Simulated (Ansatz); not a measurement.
Input

```
crystal:
  periodic: [false, false, false]
  atoms:
    - { symbol: B, position_ang: [0.2103, 1.2476, -0.6854] }
    - { symbol: C, position_ang: [-0.6574, 0.0409, -0.157] }
    - { symbol: Si, position_ang: [-2.04106, 0.61538, 0.83267] }
    - { symbol: S, position_ang: [-0.22738, -0.31033, 1.5553] }
    - { symbol: H, position_ang: [0.3933, 1.3919, -1.8691] }
    - { symbol: H, position_ang: [0.3793, 2.2197, 0.0205] }
    - { symbol: H, position_ang: [-0.88373, -0.79715, -0.80459] }
    - { symbol: H, position_ang: [-2.02277, 2.11061, 1.21646] }
    - { symbol: H, position_ang: [-3.25707, -0.23188, 0.87928] }
basis:
  gaussian: { orbitals: def2-SVP }
hamiltonian:
  xc: pbe0
relax:
  f_tol: 0.015
  max_steps: 40
output:
  orbitals: {}
```

Launched as:

```sh
ansatz run input.yaml --threads 1 --pin off --max-ram 2048MiB --backend cpu --events-out ev --progress --plain --runs-dir out
```

The fields are those of the relaxed geometry.

All numbers below come from Ansatz, RKS PBE0/def2-SVP.

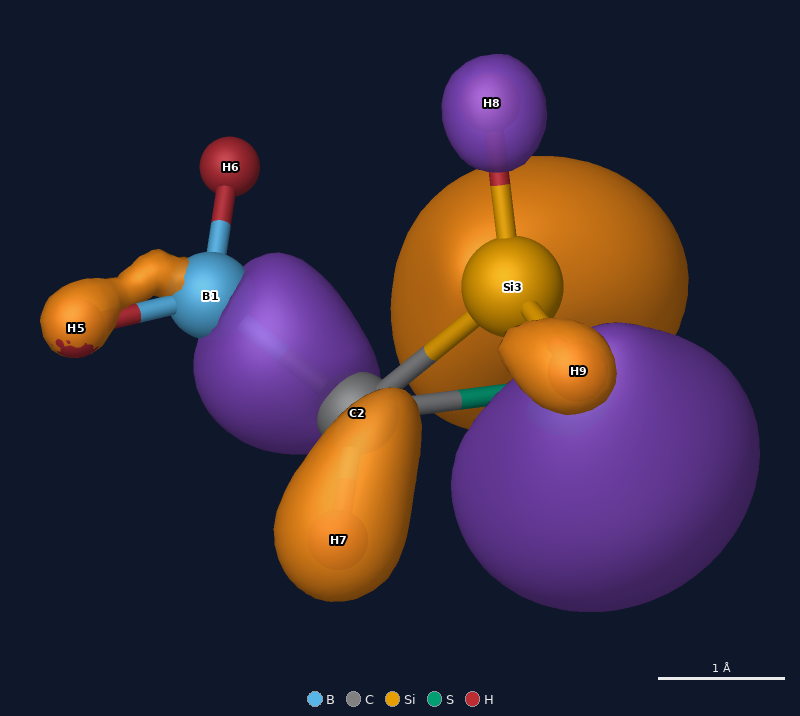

CH$_{5}$BSSi. The HOMO at ±0.1 Å⁻³ᐟ² (orange and purple are the two phases), seen at a tilt.

What is the character of this orbital?

Answer. It lies mainly on S4 (about 75 %) and C2 (about 10 %); largely a lone pair of S4. Its energy is −7.09 eV.
